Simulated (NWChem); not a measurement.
# GePH3F− (SMILES [F][GeH-][PH2]) at 5 levels

Aim: a comparison of 5 runs (HF/STO-3G, HF/3-21G, HF/aug-cc-pVDZ, B3LYP/6-31G*) of GePH3F−. 

The results are computed with NWChem 7.3.0.

## Step 1: The system as given

GePH3F−: 6 atoms, total charge -1, spin state singlet. SMILES: `[F][GeH-][PH2]`. The shape comes from GFN2-xTB, which is rough for such elements, and wasn't checked as a minimum. This is one conformer, not always the lowest.

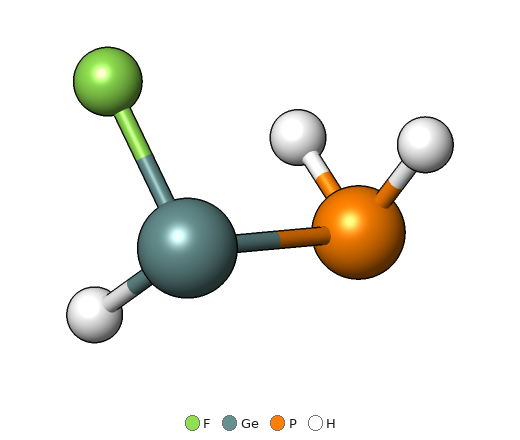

The structure, seen from a chosen angle (fluorine green, germanium teal, phosphorus orange, hydrogen white).

## Step 2: Energy and gradient at HF/STO-3G (run 1)

Input file run.nw:

```
start run
title "FGeH3P"
memory total 2200 mb
charge -1

geometry noautosym nocenter noautoz
 F    -1.992760   -0.434340    0.179850
 Ge   -0.247940   -1.315380    0.180590
 P     1.235410    0.634070    0.129080
 H    -0.168730   -1.330970   -1.544590
 H     0.252610    1.445790   -0.367950
 H     0.921410    1.000820    1.423010
end

basis spherical bse
 F library STO-3G
 Ge library STO-3G
 P library STO-3G
 H library STO-3G
end

scf
 thresh 1e-08
 maxiter 80
end

task scf gradient
```

Command:

```
$ nwchem run.nw > run.out
```

Output:

```text
[...]
  functions       =    35
[...]
  wavefunction    = RHF
[...]
         Total SCF energy =  -2488.267292584073
      One-electron energy =  -3997.851596374102
      Two-electron energy =   1265.742614677667
 Nuclear repulsion energy =    243.841689112362
        Time for solution =      1.4s
[...]
                         RHF ENERGY GRADIENTS
    atom               coordinates                        gradient
                 x          y          z           x          y          z
   1 F      -3.765770  -0.820784   0.339867   -0.075727   0.028545   0.001174
   2 Ge     -0.468539  -2.485708   0.341266    0.042597  -0.045763   0.069391
   3 P       2.334586   1.198219   0.243926    0.029316   0.030250  -0.008671
   4 H      -0.318853  -2.515169  -2.918852    0.006735   0.002750  -0.064861
   5 H       0.477364   2.732147  -0.695325    0.002094  -0.011460   0.005793
   6 H       1.741212   1.891276   2.689099   -0.005015  -0.004322  -0.002826
[...]
```

Wall time 2.8 s (1 thread of Intel Xeon 6975P-C (Granite Rapids), shared host); peak memory 0.097 GiB.

## Step 3: Energy and forces at HF/3-21G (run 2)

Input file run.xyz:

```xyz
6
FGeH3P
F     -1.992760    -0.434340     0.179850
Ge    -0.247940    -1.315380     0.180590
P      1.235410     0.634070     0.129080
H     -0.168730    -1.330970    -1.544590
H      0.252610     1.445790    -0.367950
H      0.921410     1.000820     1.423010
```

Input file run.nw:

```
start run
title "FGeH3P"
memory total 2200 mb
charge -1

geometry noautosym nocenter noautoz
   load run.xyz
end

basis spherical bse
   * library 3-21G
end

scf
   thresh 1e-08
   maxiter 80
   noprint "final vectors analysis"
end

task scf gradient
```

Command:

```
$ nwchem run.nw > run.out
```

Output:

```text
[...]
  functions       =    50
[...]
  wavefunction    = RHF
[...]
         Total SCF energy =  -2505.001186428653
      One-electron energy =  -3995.027031912862
      Two-electron energy =   1246.184156371847
 Nuclear repulsion energy =    243.841689112362
        Time for solution =      2.2s
[...]
                         RHF ENERGY GRADIENTS
    atom               coordinates                        gradient
                 x          y          z           x          y          z
   1 F      -3.765770  -0.820784   0.339867   -0.053522   0.025892  -0.004571
   2 Ge     -0.468539  -2.485708   0.341266    0.060301  -0.013897   0.029351
   3 P       2.334586   1.198219   0.243926   -0.017698   0.012665   0.003108
   4 H      -0.318853  -2.515169  -2.918852   -0.001261   0.004890  -0.020056
   5 H       0.477364   2.732147  -0.695325    0.015042  -0.020672   0.015725
   6 H       1.741212   1.891276   2.689099   -0.002861  -0.008878  -0.023557
[...]
```

Wall time 4.2 s (1 thread of Intel Xeon 6975P-C (Granite Rapids), shared host); peak memory 0.095 GiB.

## Step 4: Energy and forces at HF/aug-cc-pVDZ (run 3)

Input file run.py:

```python
from ase import Atoms
from ase.calculators.nwchem import NWChem

atoms = Atoms(['F', 'Ge', 'P', 'H', 'H', 'H'], positions=[
    [-1.992760, -0.434340, 0.179850],
    [-0.247940, -1.315380, 0.180590],
    [1.235410, 0.634070, 0.129080],
    [-0.168730, -1.330970, -1.544590],
    [0.252610, 1.445790, -0.367950],
    [0.921410, 1.000820, 1.423010],
])

calc = NWChem(
    label='calc',
    theory='scf',
    memory='2200 mb',
    basis='aug-cc-pVDZ',
    basispar='spherical bse',
    charge=-1,
    scf={'nopen': '0', 'rhf': None, 'thresh': '1e-08', 'maxiter': '80'},
)
atoms.calc = calc

forces = atoms.get_forces()
print(f"energy = {atoms.get_potential_energy():.6f} eV")
print("forces (eV/A):")
for s, f in zip(atoms.symbols, forces):
    print(f"{s:2s} {f[0]:10.5f} {f[1]:10.5f} {f[2]:10.5f}")
print("dipole (e A):", atoms.get_dipole_moment().round(4))
```

Command:

```
$ export ASE_NWCHEM_COMMAND="nwchem PREFIX.nwi > PREFIX.nwo"
$ python run.py
```

Output:

```text
energy = -68499.810366 eV
forces (eV/A):
F     1.39626   -0.52204    0.08896
Ge   -1.18296    0.35054   -1.48517
P     0.54739   -0.91927   -0.13154
H    -0.09066   -0.18085    1.17011
H    -0.77786    0.92591   -0.78840
H     0.10778    0.34566    1.14604
dipole (e A): [0.3626 0.5494 0.0154]
```

The calculator wrote calc.nwi:

```
title "calc"

permanent_dir calc

scratch_dir calc

start calc

geometry units angstrom nocenter noautosym noautoz
  F  -1.9927600000000001e+00 -4.3434000000000000e-01 1.7985000000000001e-01
  Ge -2.4793999999999999e-01 -1.3153800000000000e+00 1.8059000000000000e-01
  P  1.2354099999999999e+00 6.3407000000000002e-01 1.2908000000000000e-01
  H  -1.6872999999999999e-01 -1.3309700000000000e+00 -1.5445899999999999e+00
  H  2.5261000000000000e-01 1.4457899999999999e+00 -3.6795000000000000e-01
  H  9.2140999999999995e-01 1.0008200000000000e+00 1.4230100000000001e+00
end

charge -1

memory 2200 mb

basis spherical bse noprint
   * library aug-cc-pVDZ
end

scf
  nopen 0
  rhf
  thresh 1e-08
  maxiter 80
end

task scf gradient
```

calc.nwo:

```text
Northwest Computational Chemistry Package (NWChem) 7.3.0
             --------------------------------------------------------

           Job information
           ---------------

    nwchem branch   = 7.3.0
    use scalapack   = T
    input           = calc.nwi
    prefix          = calc.
    data base       = calc/calc.db
    status          = startup
    nproc           =        1

           Memory information
           ------------------

    heap     =     72089596 doubles =      550.0 Mbytes
    stack    =     72089601 doubles =      550.0 Mbytes
    global   =    144179200 doubles =     1100.0 Mbytes (distinct from heap & stack)
    total    =    288358397 doubles =     2200.0 Mbytes
    verify   = yes
    hardfail = no

[... 129 lines left out ...]
 Convergence threshold     :          1.000E-08
[... 12 lines left out ...]
       Final RHF  results
[... 3 lines left out ...]
      One-electron energy =  -4006.742069879137
[... 1 line left out ...]
 Nuclear repulsion energy =    243.841689112362
[... 48 lines left out ...]
                       ROHF Final Molecular Orbital Analysis
[... 326 lines left out ...]
                 ----------------------------------------
                 |  Time  |  1-e(secs)   |  2-e(secs)   |
                 ----------------------------------------
                 |  CPU   |       0.02   |      67.67   |
                 ----------------------------------------
                 |  WALL  |       0.02   |      67.67   |
                 ----------------------------------------

 Task  times  cpu:      221.5s     wall:      221.5s
 Total times  cpu:      221.5s     wall:      221.5s
```

It took 3.7 min on 1 thread of Intel Xeon 6975P-C (Granite Rapids), shared host; peak memory 0.099 GiB.

Run 4 isn't shown in full; the table further down has it.

## Step 5: Energy and gradient at B3LYP/6-31G(d) (spherical functions) (run 5)

Input file run.nw:

```
start run
memory 2200 mb
charge -1

geometry units angstroms noautosym nocenter noautoz
 F     -1.992760    -0.434340     0.179850
 Ge    -0.247940    -1.315380     0.180590
 P      1.235410     0.634070     0.129080
 H     -0.168730    -1.330970    -1.544590
 H      0.252610     1.445790    -0.367950
 H      0.921410     1.000820     1.423010
end

basis spherical bse
 F library 6-31G*
 Ge library 6-31G*
 P library 6-31G*
 H library 6-31G*
end

dft
 xc b3lyp
 mult 1
 grid xfine
 convergence energy 1e-08
 maxiter 100
 mulliken
 noprint "final vectors analysis"
end

task dft gradient
```

Command:

```
$ nwchem run.nw > run.out
```

Output:

```text
[...]
          Wavefunction type:  closed shell.
          No. of atoms     :     6
          No. of electrons :    60
[...]
          Charge           :    -1
          Spin multiplicity:     1
[...]
          AO basis - number of functions:    70
[...]
              XC Information
              --------------
                         B3LYP Method XC Potential
                     Hartree-Fock (Exact) Exchange  0.200
                        Slater Exchange Functional  0.800 local
                    Becke 1988 Exchange Functional  0.720 non-local
              Lee-Yang-Parr Correlation Functional  0.810
                  VWN I RPA Correlation Functional  0.190 local
[...]
 d= 0,ls=0.0,diis     1  -2519.4595909819 -2.76D+03  4.47D-02  6.70D+00     2.1
[...]
 d= 0,ls=0.0,diis    10  -2519.8160900788 -4.20D-09  8.10D-07  4.03D-09    17.1
         Total DFT energy =    -2519.816090078844
      One electron energy =    -4007.421456524763
           Coulomb energy =     1357.924190817767
    Exchange-Corr. energy =     -114.160513484209
 Nuclear repulsion energy =      243.841689112362
[...]
      Total Density - Mulliken Population Analysis
     ---------------------------------------------
    Atom       Charge   Shell Charges
 -----------   ------   -------------------------------------------------------
    1 F    9     9.50   2.00  0.92  3.28  1.05  2.25  0.00
    2 Ge  32    32.00   2.00  2.00  6.00  2.00  5.99  1.50  1.57  0.33  0.49  6.86  2.94  0.33
    3 P   15    15.31   2.00  2.00  5.97  1.21  2.41  0.54  1.11  0.08
    4 H    1     1.16   0.47  0.69
    5 H    1     0.99   0.52  0.47
    6 H    1     1.03   0.52  0.51
[...]
  wavefunction    = closed shell
                         DFT ENERGY GRADIENTS
    atom               coordinates                        gradient
                 x          y          z           x          y          z
   1 F      -3.765770  -0.820784   0.339867   -0.027446   0.012830  -0.003236
   2 Ge     -0.468539  -2.485708   0.341266    0.030671  -0.007959   0.020209
   3 P       2.334586   1.198219   0.243926   -0.020187   0.017699   0.007118
   4 H      -0.318853  -2.515169  -2.918852   -0.001396   0.002549  -0.014796
   5 H       0.477364   2.732147  -0.695325    0.017267  -0.017932   0.013177
   6 H       1.741212   1.891276   2.689099    0.001090  -0.007186  -0.022472
[...]
```

Wall time 25 s (1 thread of Intel Xeon 6975P-C (Granite Rapids), shared host); peak memory 0.13 GiB.

## Step 6: Overview of the runs

| run | level | Cartesian functions | iteration cap | energy (Eh) | largest force (eV/Å) | wall time |
| --- | --- | --- | --- | --- | --- | --- |
| 1 | HF/STO-3G | no | 80 | -2488.267293 | 4.803 | 2.8 s |
| 2 | HF/3-21G | no | 80 | -2505.001186 | 3.522 | 4.2 s |
| 3 | HF/aug-cc-pVDZ | no | 80 | -2517.321621 | 1.931 | 3.7 min |
| 4 | B3LYP/6-31G* (Cartesian functions) | yes | 100 | -2519.824957 | 1.932 | 29 s |
| 5 | B3LYP/6-31G* (spherical functions) | no | 100 | -2519.816090 | 1.933 | 25 s |

## Step 7: What came out

```
                       quantity           value
            run 5: total energy  -2519.81609 Eh
run 5: largest force on an atom      1.933 eV/Å
```

**Reading.** In run 1 the HOMO lies above zero, so the outermost electron may be held by the basis alone. In run 1 the basis is minimal, so the values are rough. All runs together took 4.7 min, the longest 3.7 min.
